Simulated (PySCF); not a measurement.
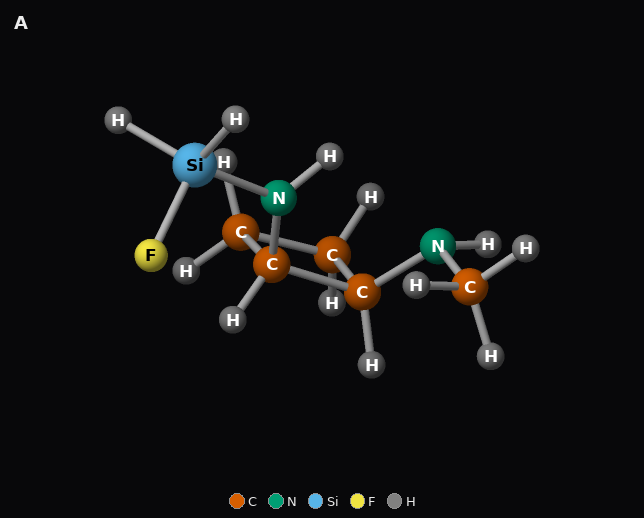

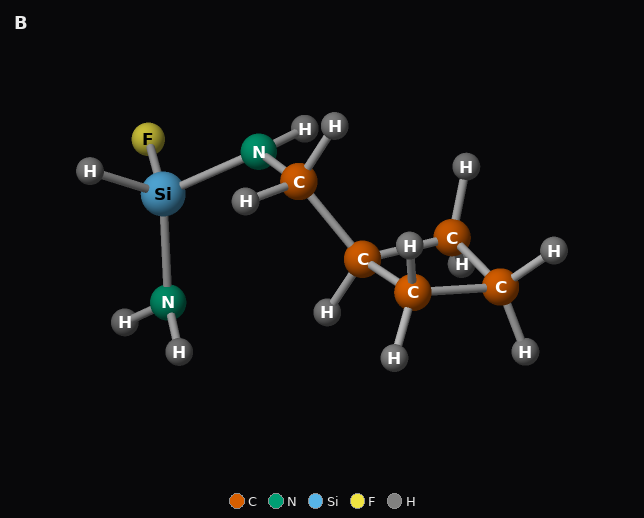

2 stationary structures of one formula. Geometries: GFN2-xTB. Electronic energies: PBE0/pcSseg-1 (PySCF 2.14.0), without zero-point energy. No frequency run is at hand to confirm each as a minimum. Each is one conformer, not always the lowest.

Question: Are they conformers, stereoisomers or constitutional isomers?

Answer: They are constitutional isomers of C5H13FN2Si: A `CN[C@@H]1CC[C@@H]1N[SiH2]F`, B `N[Si@H](F)NCC1CCC1`.

Question: Which is lowest in energy, and by how much?

Answer: B is lowest; A lies 1.247 eV above it.

The geometry is semi-empirical. Around Si such bond lengths and angles can be off by a tenth of an ångström or more and by several degrees, and values that hang on the shape move with them.
